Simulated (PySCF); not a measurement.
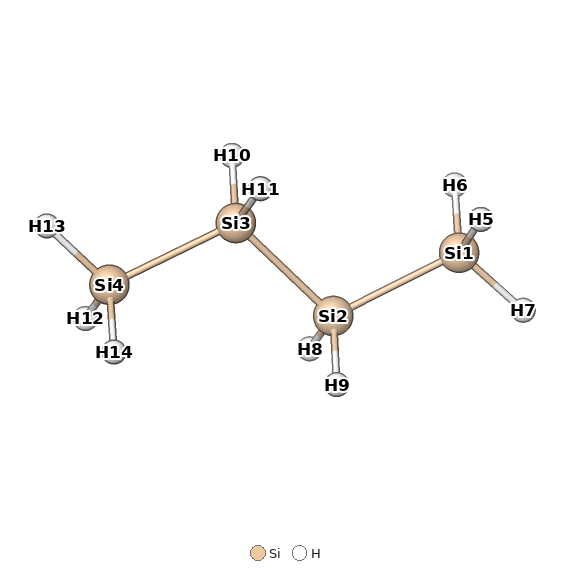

Computed geometry: PBE0-D3(BJ)/def2-SVP optimisation. No frequency run is at hand to confirm it as a minimum. Method: delta-SCF UKS SCAN, pcX-2 on the ionised atom, pcseg-1 elsewhere, spin-free X2C (PySCF 2.14.0).

Give the core-electron binding energies (to vacuum; p and d levels without spin–orbit splitting) of Si1 1s, Si1 2p, Si2 1s, Si2 2p.

| atom | level | binding energy (eV) |
| --- | --- | --- |
| Si1 | 1s | 1846.2 |
| Si1 | 2p | 106.7 |
| Si2 | 1s | 1845.8 |
| Si2 | 2p | 106.4 |
